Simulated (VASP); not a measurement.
# MnGa4 with optB86b-vdW: from relaxation to properties, part 2 of 8

Wanted: the relaxed cell of MnGa4 and its properties. The start is a computed cell from the Materials Project.

VASP 6.6.1, plane waves and PAW; the level of theory is named at each step.

So far. Step 2 (Magnetic order: ferromagnetic): The run ends ferromagnetic with a largest moment of 0.54 μB, and the mesh shows no gap.

## 3. Magnetic order: antiferromagnetic, q = (0, 0, 1/2)

This step: optB86b-vdW, spin-polarised from an antiferromagnetic start; plane waves and PAW (Mn_pv, Ga_d) (VASP 6.6.1).

System of this step: MnGa4. Symmetry: Im-3m, No. 229, cubic system. Conventional cell: a = 5.544 Å, b = 5.544 Å, c = 5.544 Å, α = 90.00°, β = 90.00°, γ = 90.00°. Nearest to Mn lie 8 Ga at 2.40 Å. Ga has 2 Mn at 2.40 Å nearest. Nearest to Ga lie 2 Mn at 2.40 Å. Farther neighbours are not listed.

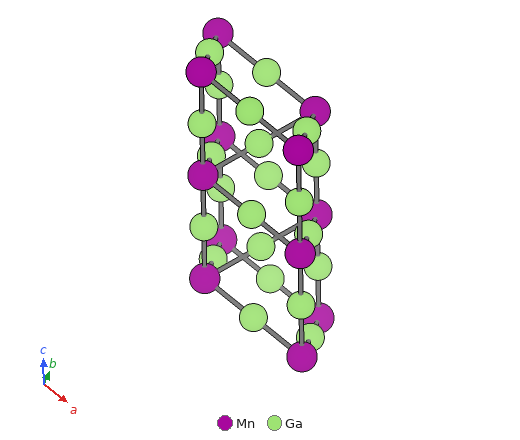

The cell of this step (manganese purple, gallium green). Some periodic images of atoms are drawn too.

Next, a pattern with opposite moments, which needs a doubled cell; q is given in the reciprocal vectors of the primitive cell.

File INCAR:

```
SYSTEM = MnGa4
PREC = Accurate
ENCUT = 400
EDIFF = 1E-06
NELM = 100
ISMEAR = 1
SIGMA = 0.2
LREAL = .FALSE.
ALGO = Normal
GGA = MK
AGGAC = 0
LUSE_VDW = .TRUE.
PARAM1 = 0.1234
PARAM2 = 1
LASPH = .TRUE.
NBANDS = 85
ISPIN = 2
MAGMOM = 4 -4 0 0 0 0 0 0 0 0
LMAXMIX = 4
LORBIT = 11
LWAVE = .FALSE.
LCHARG = .FALSE.
KPAR = 8
ISIF = 2
```

File POSCAR:

```
MnGa4
1.0
   -2.7718643900      2.7718643900      2.7718643900
    2.7718643900     -2.7718643900      2.7718643900
    5.5437287800      5.5437287800     -5.5437287800
Mn Ga
2 8
Direct
    0.0000000000      0.0000000000      0.0000000000
    0.0000000000      0.0000000000      0.5000000000
    0.0000000000      0.0000000000      0.2500000000
    0.0000000000      0.0000000000      0.7500000000
    0.0000000000      0.5000000000      0.0000000000
    0.0000000000      0.5000000000      0.5000000000
    0.5000000000      0.0000000000      0.0000000000
    0.5000000000      0.0000000000      0.5000000000
    0.5000000000      0.5000000000      0.2500000000
    0.5000000000      0.5000000000      0.7500000000
```

File KPOINTS:

```
Automatic mesh
0
Gamma
6 6 6
0 0 0
```

The projector-augmented-wave data sets are Mn_pv and Ga_d (PBE family, release 64).

Run with:

```
> mpirun -np 8 vasp_std
```

What it wrote:

```text
[banner, memory and clock lines left out]
running    8 mpi-ranks, on    1 nodes
 distrk:  each k-point on    1 cores,    8 groups
 distr:  one band on    1 cores,    1 groups

 POSCAR found type information on POSCAR MnGa
 POSCAR found :  2 types and      10 ions
 [... a notice as in an earlier step ...]

 [... a notice as in an earlier step ...]

 [... a notice as in an earlier step ...]

 LDA part: xc-table for (Slater+PW92), standard interpolation
 POSCAR, INCAR and KPOINTS ok, starting setup
 FFT: planning ... GRIDC
 FFT: planning ... GRID_SOFT
 FFT: planning ... GRID
 WAVECAR not read
 entering main loop
       N       E                     dE             d eps       ncg     rms          rms(c)
DAV:   1     0.134726460857E+04    0.13473E+04   -0.49876E+04 19007   0.249E+03
DAV:   2     0.236986967885E+03   -0.11103E+04   -0.10580E+04 17680   0.678E+02
DAV:   3     0.591500090988E+01   -0.23107E+03   -0.21863E+03 19723   0.217E+02
DAV:   4    -0.102840717591E+02   -0.16199E+02   -0.15834E+02 20833   0.604E+01
DAV:   5    -0.108391808704E+02   -0.55511E+00   -0.55364E+00 22277   0.122E+01    0.249E+01
DAV:   6    -0.171250381828E+02   -0.62859E+01   -0.26870E+01 18805   0.269E+01    0.311E+01
DAV:   7    -0.109856513066E+02    0.61394E+01   -0.23697E+01 18686   0.299E+01    0.129E+01
DAV:   8    -0.102342599692E+02    0.75139E+00   -0.33139E+00 18862   0.864E+00    0.504E+00
DAV:   9    -0.102642066936E+02   -0.29947E-01   -0.34491E-01 20553   0.268E+00    0.216E+00
DAV:  10    -0.102763045879E+02   -0.12098E-01   -0.26669E-01 19720   0.338E+00    0.119E+00
DAV:  11    -0.102782800363E+02   -0.19754E-02   -0.38774E-02 20248   0.199E+00    0.440E-01
DAV:  12    -0.102796832330E+02   -0.14032E-02   -0.86205E-03 22214   0.886E-01    0.212E-01
DAV:  13    -0.102803329545E+02   -0.64972E-03   -0.19560E-03 20652   0.568E-01    0.143E-01
DAV:  14    -0.102806367086E+02   -0.30375E-03   -0.12329E-03 21547   0.191E-01    0.105E-01
DAV:  15    -0.102807269164E+02   -0.90208E-04   -0.22595E-04 20680   0.935E-02    0.998E-02
DAV:  16    -0.102809414395E+02   -0.21452E-03   -0.87408E-04 20555   0.187E-01    0.864E-02
DAV:  17    -0.102811918001E+02   -0.25036E-03   -0.33055E-03 19738   0.204E-01    0.586E-02
DAV:  18    -0.102813282525E+02   -0.13645E-03   -0.10544E-03 20867   0.183E-01    0.413E-02
DAV:  19    -0.102814168543E+02   -0.88602E-04   -0.15967E-03 20416   0.125E-01    0.290E-02
DAV:  20    -0.102814825470E+02   -0.65693E-04   -0.86163E-04 21739   0.737E-02    0.224E-02
DAV:  21    -0.102815048841E+02   -0.22337E-04   -0.70840E-05 19242   0.364E-02    0.177E-02
DAV:  22    -0.102815059472E+02   -0.10631E-05   -0.14408E-06 12924   0.524E-03    0.173E-02
DAV:  23    -0.102814983828E+02    0.75644E-05   -0.19232E-05 14556   0.172E-02    0.211E-02
DAV:  24    -0.102814450563E+02    0.53326E-04   -0.43923E-04 17049   0.908E-02    0.493E-02
DAV:  25    -0.102814348318E+02    0.10225E-04   -0.72574E-05 18235   0.343E-02    0.533E-02
DAV:  26    -0.102814494855E+02   -0.14654E-04   -0.38136E-05 15428   0.328E-02    0.451E-02
DAV:  27    -0.102814943854E+02   -0.44900E-04   -0.26780E-03 19537   0.219E-01    0.267E-02
DAV:  28    -0.102815423861E+02   -0.48001E-04   -0.89157E-04 20990   0.122E-01    0.391E-02
DAV:  29    -0.102815653271E+02   -0.22941E-04   -0.80718E-05 19856   0.322E-02    0.283E-02
DAV:  30    -0.102815704186E+02   -0.50915E-05   -0.31497E-04 16577   0.653E-02    0.450E-02
DAV:  31    -0.102815756376E+02   -0.52191E-05   -0.17649E-05 15840   0.145E-02    0.430E-02
DAV:  32    -0.102815776479E+02   -0.20103E-05   -0.57739E-05 16976   0.274E-02    0.492E-02
DAV:  33    -0.102815770252E+02    0.62271E-06   -0.10845E-05 13311   0.142E-02    0.463E-02
DAV:  34    -0.102815814921E+02   -0.44669E-05   -0.28625E-04 15599   0.502E-02    0.483E-02
DAV:  35    -0.102815865468E+02   -0.50547E-05   -0.13750E-04 17494   0.343E-02    0.497E-02
DAV:  36    -0.102815910182E+02   -0.44714E-05   -0.12488E-05 14338   0.273E-02    0.364E-02
DAV:  37    -0.102815943622E+02   -0.33440E-05   -0.84821E-05 15414   0.248E-02    0.320E-02
DAV:  38    -0.102815973825E+02   -0.30203E-05   -0.86162E-05 16400   0.317E-02    0.274E-02
DAV:  39    -0.102815984043E+02   -0.10219E-05   -0.28907E-04 15434   0.470E-02    0.239E-02
DAV:  40    -0.102816035576E+02   -0.51532E-05   -0.12040E-04 19123   0.288E-02    0.196E-02
DAV:  41    -0.102816054476E+02   -0.18901E-05   -0.14402E-05 13485   0.163E-02    0.163E-02
DAV:  42    -0.102816044449E+02    0.10028E-05   -0.19706E-05 15075   0.130E-02    0.153E-02
DAV:  43    -0.102816060710E+02   -0.16262E-05   -0.11088E-04 14929   0.383E-02    0.132E-02
DAV:  44    -0.102816065397E+02   -0.46869E-06   -0.92808E-06 12584   0.136E-02
   1 F= -.10281607E+02 E0= -.10277449E+02  d E =-.124736E-01  mag=    -0.0000
```

Elapsed: 6.8 min, on 8 MPI ranks of AMD EPYC 9R45, shared host; peak memory 9.1 GiB.

OUTCAR, selected parts (step 3):

```text
  LATTYP: Found a base centered orthorhombic cell.
 ALAT       =     5.5437287800
 B/A-ratio  =     1.4142135624
 C/A-ratio  =     1.4142135624

 Subroutine GETGRP returns: Found  8 space group operations
 (whereof  8 operations were pure point group operations)

The static configuration has the point symmetry D_2h.

 Found     52 irreducible k-points:

   k-points           NKPTS =     52   k-points in BZ     NKDIM =     52   number of bands    NBANDS=     85

   dimension x,y,z NGX =    32 NGY =   32 NGZ =   64
   dimension x,y,z NGXF=    64 NGYF=   64 NGZF=  128

   ENCUT  =  400.0 eV  29.40 Ry    5.42 a.u.   7.83  7.83 15.66*2*pi/ulx,y,z

   NELECT =     130.0000    total number of electrons

 E-fermi :   6.2428

 spin component 1
 k-point     1 :       0.0000    0.0000    0.0000
  band No.  band energies     occupation
    ...
     63       5.0443      1.00000
     64       5.0460      1.00000
     65       5.0464      1.00000
     66       5.0468      1.00000
     67       5.0479      1.00000
     68       6.7068     -0.00249
     69       6.7307     -0.00151
     70       7.2783     -0.00000
     71       7.6423     -0.00000
     72       7.6426     -0.00000
    ...

 k-point     2 :       0.1667    0.0000    0.0000
  band No.  band energies     occupation
    ...
     63       4.6276      1.00000
     64       4.6576      1.00000
     65       5.6432      1.00009
     66       5.7601      1.00169
     67       5.9452      1.02819
     68       6.5433     -0.02754
     69       6.9625     -0.00000
     70       7.3048     -0.00000
     71       7.8880     -0.00000
     72       8.1176     -0.00000
    ...

 k-point     3 :       0.3333    0.0000    0.0000
  band No.  band energies     occupation
    ...
     60       4.2583      1.00000
     61       4.3599      1.00000
     62       4.4127      1.00000
     63       4.5854      1.00000
     64       4.6565      1.00000
     65       6.4970     -0.03515
     66       6.5158     -0.03297
     67       6.5441     -0.02737
     68       6.5618     -0.02329
     69       6.9626     -0.00000
    ...

 k-point     4 :       0.5000    0.0000    0.0000
  band No.  band energies     occupation
    ...
     60       4.2208      1.00000
     61       4.4702      1.00000
     62       4.4736      1.00000
     63       4.5887      1.00000
     64       4.6189      1.00000
     65       6.7032     -0.00268
     66       6.7058     -0.00254
     67       6.7258     -0.00168
     68       6.7388     -0.00127
     69       7.2785     -0.00000
    ...

Total vdW correction in eV:     25.3888248

  Total       -0.6585359     -0.6585359     -0.6338973      0.0170530      0.0000000      0.0000000
  in kB       -6.1927578     -6.1927578     -5.9610607      0.1603634      0.0000000      0.0000000
  external PRESSURE =      -6.1155254 kB  Pullay stress =       0.0000000 kB

  energy-cutoff  :      400.00
  volume of cell :      170.38
      direct lattice vectors                 reciprocal lattice vectors
    -2.771864390  2.771864390  2.771864390     0.000000000  0.180384005  0.180384005
     2.771864390 -2.771864390  2.771864390     0.180384005  0.000000000  0.180384005
     5.543728780  5.543728780 -5.543728780     0.090192003  0.090192003  0.000000000

 POSITION                                       TOTAL-FORCE (eV/Angst)
 -----------------------------------------------------------------------------------
      0.00000      0.00000      0.00000        -0.000000      0.000000      0.000000
      2.77186      2.77186     -2.77186         0.000000      0.000000      0.000000
      1.38593      1.38593     -1.38593        -0.000000      0.000000     -0.000000
      4.15780      4.15780     -4.15780        -0.000000      0.000000      0.000000
      1.38593     -1.38593      1.38593        -0.000000     -0.000000     -0.000000
      4.15780      1.38593     -1.38593         0.000000     -0.000000      0.000000
     -1.38593      1.38593      1.38593         0.000000      0.000000      0.000000
      1.38593      4.15780     -1.38593         0.000000     -0.000000     -0.000000
      1.38593      1.38593      1.38593         0.000000     -0.000000      0.000000
      4.15780      4.15780     -1.38593         0.000000      0.000000     -0.000000
 -----------------------------------------------------------------------------------
    total drift:                                0.000000      0.000000      0.000000

  FREE ENERGIE OF THE ION-ELECTRON SYSTEM (eV)
  ---------------------------------------------------
  free  energy   TOTEN  =       -10.2816065397 eV

  energy  without entropy=      -10.2691328898  energy(sigma->0) =      -10.27744866

Total vdW correction in eV:     25.3888762

 total charge
# of ion       s       p       d       tot
------------------------------------------
    1        0.333   6.358   5.339  12.031
    2        0.333   6.358   5.339  12.031
    3        0.958   0.763   9.974  11.695
    4        0.958   0.763   9.974  11.695
    5        0.958   0.763   9.973  11.695
    6        0.958   0.763   9.973  11.695
    7        0.958   0.763   9.973  11.695
    8        0.958   0.763   9.973  11.695
    9        0.958   0.763   9.974  11.695
   10        0.958   0.763   9.974  11.695
--------------------------------------------------
tot          8.331  18.823  90.467 117.622

 magnetization (x)
# of ion       s       p       d       tot
------------------------------------------
    1        0.000   0.000   0.045   0.046
    2       -0.000  -0.000  -0.045  -0.046
    3        0.000   0.000   0.000   0.000
    4        0.000   0.000   0.000   0.000
    5       -0.000  -0.001  -0.000  -0.002
    6        0.000   0.001   0.000   0.002
    7       -0.000  -0.001  -0.000  -0.002
    8        0.000   0.001   0.000   0.002
    9        0.000   0.000   0.000   0.000
   10        0.000   0.000   0.000   0.000
--------------------------------------------------
tot          0.000   0.000   0.000   0.000

[... 6 further parts left out ...]
```

This step gave:

```
SCF cycles              : 44
electrons               : 130
bands                   : 85
irreducible k-points    : 52
symmetry operations     : 8
free energy (TOTEN)     : -10.28 eV
energy at zero smearing : -10.28 eV
Fermi energy            : 6.243 eV
pressure                : -0.6116 GPa
```

Spin moment in the PAW sphere by atom:

```csv
atom,spin moment in the PAW sphere (μB)
Mn1,0.0460
Mn2,-0.0460
Ga3,0.0000
Ga4,0.0000
Ga5,-0.0020
Ga6,0.0020
Ga7,-0.0020
Ga8,0.0020
Ga9,0.0000
Ga10,0.0000
```

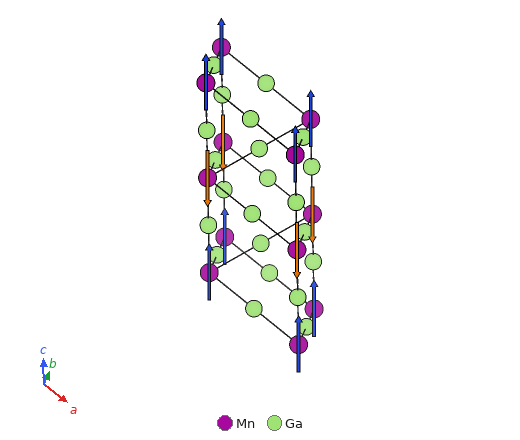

Spin moment in the PAW sphere as arrows, the longest 0.046 μB. Up and down stand for the sign. Arrows give size and sign along the axis of quantisation, drawn up and down the page. The two directions have two colours. Some periodic images of atoms are drawn too.

The energy lies +5.3 meV an atom from the first pattern. The moments fall under 0.1 μB, and the mesh shows no gap.

(Continued in part 3 of 8.)

[Lines on the potential files, build, host, timing and source positions are cut from VASP's logs without a mark.]

[Logs are printed without paths, hosts, clocks, repeated set-up lines and the standing remarks that a program may print on its own settings, such as how far it seeks lower states.]

[Hosts, paths, dates, database ids (printed as entryN), source tags and the programs' standing remarks are cut or masked in the printed files.]

[A measured line is paired with the nearest computed mode of its activity, which favours agreement.]
